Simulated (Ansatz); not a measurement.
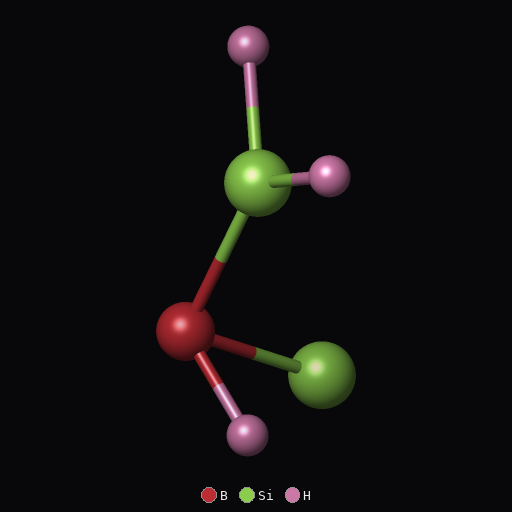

A ball-and-stick model of a molecule.

Computed geometry: PBE0-D4/def2-TZVP optimisation. No frequency run is at hand to confirm it as a minimum.

Question: Give the formula.

Answer: BH3Si2, 6 atoms: 1 boron, 3 hydrogen and 2 silicon.

Question: What is the point group of this geometry?

Answer: C1.

Question: How many bonds of each kind are drawn?

Answer: 2 B–Si, 2 Si–H, 1 B–H. Sticks follow a distance rule.

Question: How many atoms are distinct by symmetry?

Answer: 6: 1 B, 1 Si, 1 Si, 1 H, 1 H, 1 H.

The parts below concern this one geometry. Atoms keep their numbers from picture to picture.

**Geometry**

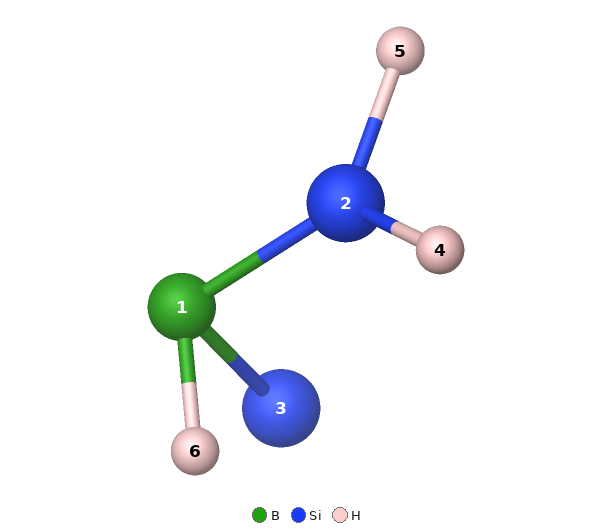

Numbered structure. No frequency run is at hand to confirm it as a minimum.

Give the bond lengths.

```tsv
bond	length (Å)
B1–Si2	1.840
B1–Si3	1.832
B1–H6	1.276
Si2–H4	1.487
Si2–H5	1.484
```

**Dipole moment**

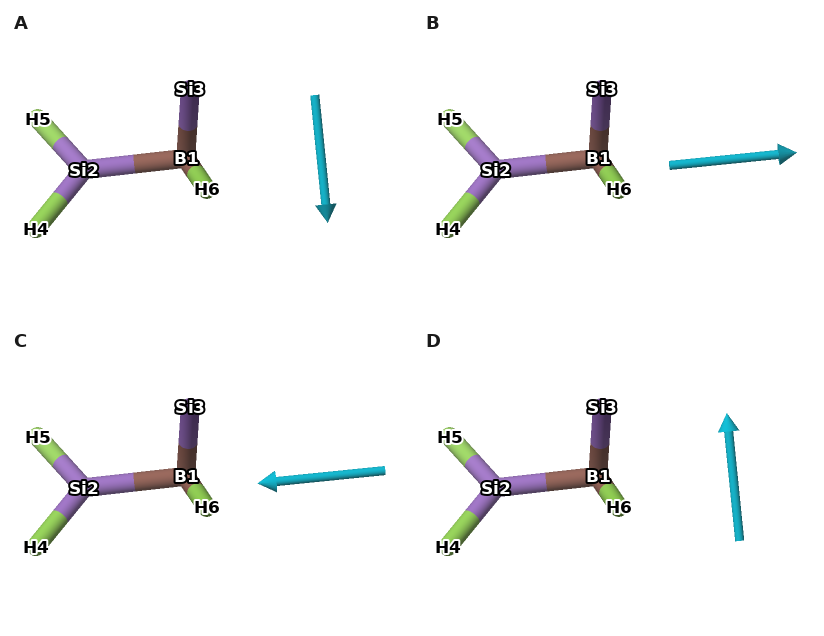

The same molecule four times, each with an arrow. No frequency run is at hand to confirm it as a minimum. Level of theory: RKS PBE0-D4/def2-TZVP (Ansatz 0.2.0).

Question: Which arrow points along the dipole moment, from the negative to the positive end?

Answer: C. The dipole moment is 0.99 D; it points from the side of Si3, H6 to the side of H4 (the outermost atoms at the two ends).

**Electronic properties**

No frequency run is at hand to confirm it as a minimum. Properties computed with RKS PBE0-D4/def2-TZVPP (Ansatz 0.2.0).

What does the calculation give?

- HOMO energy (Kohn–Sham orbital): −6.48 eV
- LUMO energy (Kohn–Sham orbital): −2.20 eV
- HOMO–LUMO gap: 4.29 eV

**Charges**

The questions are on Mulliken charges. No frequency run is at hand to confirm it as a minimum. Method: RKS PBE0-D4/def2-TZVP (Ansatz 0.2.0).

Question: Which atom carries the highest charge (most positive or least negative)?

Answer: H6 (0.11 e).

Question: And the lowest?

Answer: B1 (−0.10 e).

Give the Mulliken charges atom by atom.

```json
{"atom": "B1", "value (e)": "−0.10"}
{"atom": "Si2", "value (e)": "0.02"}
{"atom": "Si3", "value (e)": "−0.03"}
{"atom": "H4", "value (e)": "0.01"}
{"atom": "H5", "value (e)": "0.00"}
{"atom": "H6", "value (e)": "0.11"}
```

Mulliken values depend strongly on the basis set and can even reverse the polarity of a bond.
